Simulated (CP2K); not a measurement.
Consider cyclobutane at its PBE geometry (Å).

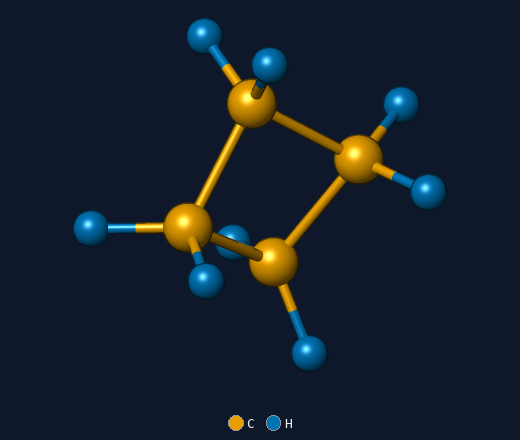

The molecule (carbon orange, hydrogen blue).

```xyz
12

C     0.3026    0.8829   -0.5652
C     1.0451   -0.2861    0.1404
C    -0.3145   -0.7179    0.7586
C    -1.0326    0.1203   -0.3359
H     0.3458    1.8039    0.0321
H     0.5858    1.1242   -1.5976
H     1.4116   -1.0264   -0.5836
H     1.8635   -0.0344    0.8268
H    -0.5374   -1.7912    0.8130
H    -0.4579   -0.2821    1.7568
H    -1.2980   -0.4966   -1.2053
H    -1.9139    0.7036   -0.0402
```

Method: CP2K XAS_TDP, all-electron GAPW, PBEh(45%), aug-cc-pVDZ, TDA, GW2X-corrected core level, no relativity.

Question: Where do the C K-edge lines lie, and how strong are they?

Leading lines: C1 289.65 eV. The leading line of an atom is its first one with 35 % of the strongest within 2.5 eV of its lowest line over the strength cut. Core ionisation energies at this level: C1 291.53 eV.

The first six lines of each atom with a strength over 0.0015:

```csv
atom,energy (eV),states,"strength, one atom",above the computed threshold
"C1 (bonded to 2 C and 2 H), 4 alike",289.65,1,0.0068,
,290.00,1,0.0153,
,290.34,1,0.0082,
,291.37,1,0.0047,
,291.67,1,0.0049,yes
,291.87,1,0.0148,yes
```

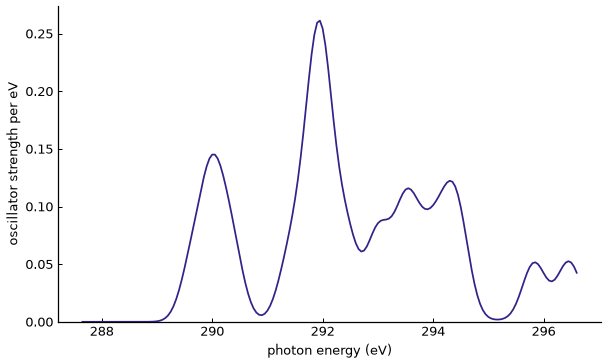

All atoms added, broadened by 0.5 eV.

Lines are vertical, at one geometry, with no vibrational structure. GW2X ionisation energies and lines can be off by 1 to 2 eV either way, and a good line position may hide errors that cancel. These values hold no scalar relativity, about 0.1 eV for C 1s. Rydberg lines, and the discretised continuum above threshold, depend on the basis and the box.

[Banner, clock and machine lines of the logs are left out without a mark of their own.]

[Logs are printed without paths, hosts, clocks, repeated set-up lines and the standing remarks that a program may print on its own settings, such as how far it seeks lower states.]

[Hosts, paths, dates, database ids (printed as entryN), source tags and the programs' standing remarks are cut or masked in the printed files.]
